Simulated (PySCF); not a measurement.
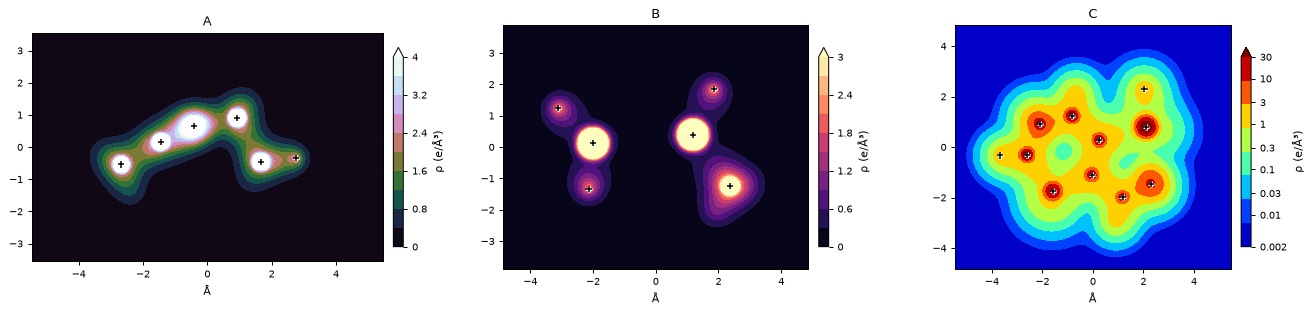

The electron density of 3 systems, each on a plane through atoms (crosses mark nuclei in the plane).

Theory: PBE0/pcSseg-1, SCF density, gas phase, non-relativistic in PySCF.

System 1: C5H6NOPSi, the plane of atoms C5, N6 and C7. Geometry: GFN2-xTB, MD frame at 250 fs, 600 K.

```xyz
15

O    -2.2347    1.5013   -0.8130
C    -1.1380    1.9437   -0.4372
C    -0.1677    0.9488    0.2297
P     1.3070    1.4562    0.8430
C     2.2207   -0.0652    0.9313
N     1.6409   -1.2338    0.7353
C     0.4102   -1.4487    0.3057
C    -0.5585   -0.3956    0.0753
Si   -2.3254   -0.7554   -0.6055
H    -0.7207    2.9615   -0.4451
H     3.2803   -0.1340    1.1387
H     0.0609   -2.4446    0.5043
H    -2.5911   -0.5778   -1.9656
H    -3.6137   -0.5470    0.1832
H    -2.3998   -2.2659   -0.5775
```

System 2: CH6Al2Cl2, the plane of atoms C1, Al2 and H9. Geometry: GFN2-xTB, MD frame at 250 fs, 400 K.

```yaml
atoms:
  - { symbol: C, position_ang: [-2.0777, -1.2131, -0.7817] }
  - { symbol: Al, position_ang: [-0.7628, 0.2586, -0.3535] }
  - { symbol: Cl, position_ang: [0.5232, -0.0168, 1.4163] }
  - { symbol: Al, position_ang: [2.2990, -0.3984, 0.2822] }
  - { symbol: Cl, position_ang: [1.1416, 0.1404, -1.4744] }
  - { symbol: H, position_ang: [-2.2776, -1.1856, -1.8463] }
  - { symbol: H, position_ang: [-2.9702, -1.0497, -0.2462] }
  - { symbol: H, position_ang: [-1.7513, -2.2113, -0.3388] }
  - { symbol: H, position_ang: [-1.2583, 1.7755, -0.3567] }
  - { symbol: H, position_ang: [2.2535, -1.8650, 0.3160] }
  - { symbol: H, position_ang: [3.4752, 0.5770, 0.6866] }
```

System 3: C4H6F2N (charge +1), the plane of atoms N3, C4 and C5. Geometry: GFN2-xTB, MD frame at 250 fs, 200 K.

```yaml
atoms:
  - { symbol: C, position_ang: [2.0114, 0.4385, -0.8783] }
  - { symbol: C, position_ang: [0.9267, 0.1438, -0.0240] }
  - { symbol: N, position_ang: [0.0032, -0.1530, 0.5878] }
  - { symbol: C, position_ang: [-1.2721, -0.3960, 1.0283] }
  - { symbol: C, position_ang: [-2.1950, -0.4234, -0.2251] }
  - { symbol: F, position_ang: [-1.7406, -1.2939, -1.1406] }
  - { symbol: F, position_ang: [-2.1578, 0.7955, -0.7977] }
  - { symbol: H, position_ang: [2.4335, -0.5654, -1.0087] }
  - { symbol: H, position_ang: [2.7660, 1.0978, -0.4458] }
  - { symbol: H, position_ang: [1.4769, 0.7932, -1.7951] }
  - { symbol: H, position_ang: [-1.6106, 0.4017, 1.6938] }
  - { symbol: H, position_ang: [-1.4561, -1.3274, 1.5682] }
  - { symbol: H, position_ang: [-3.2536, -0.5962, 0.0353] }
```

Match each panel to its system.

Panel A is system 3, C4H6F2N: the plane holds C, N and H. C–N (1.15 Å): ρ is about 3.4 e/Å³ halfway. Panel B is system 2, CH6Al2Cl2: the plane holds C, Al and H. C–Al (2.02 Å): the density is about 0.66 e/Å³ at the midpoint. Panel C is system 1, C5H6NOPSi: the plane holds O, C, P, N, Si and H. C–O (1.24 Å): ρ is about 3 e/Å³ halfway.
